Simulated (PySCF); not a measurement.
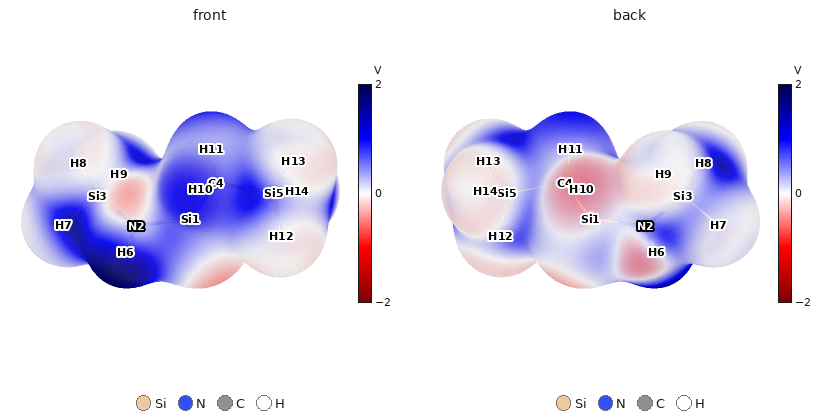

Figure. CH9NSi3 (SMILES [SiH3]C[Si]N[SiH3]) (triplet). The molecular electrostatic potential painted on the density surface at 0.002 e/bohr³, seen from the front and from behind; red is negative and blue positive.

Geometry: PBE0-D3(BJ)/def2-SVP.

Computed with UKS B3LYP, IGLO-III on C N Si, pcH-1 on H, non-relativistic, mean-field spin-orbit, GIAO (PySCF).

```xyz
14

Si   -0.5813   -0.6629    0.0919
N    -1.5823    0.3570   -0.9061
Si   -1.4154    0.6456   -2.6251
C     0.9566    0.0720    0.9415
Si    1.5442   -0.9486    2.4111
H    -2.3932    0.7795   -0.4584
H    -2.7715    0.7581   -3.2462
H    -0.6722    1.9112   -2.9245
H    -0.6616   -0.4944   -3.2222
H     0.6793    1.0805    1.2961
H     1.7733    0.1799    0.2073
H     0.5279   -0.9023    3.5054
H     2.8408   -0.4159    2.9336
H     1.7491   -2.3745    2.0103
```

Describe the electrostatic potential map.

The most negative region (about −0.4 V) lies over Si1 and N2, the most positive (about +1.9 V) over H6.
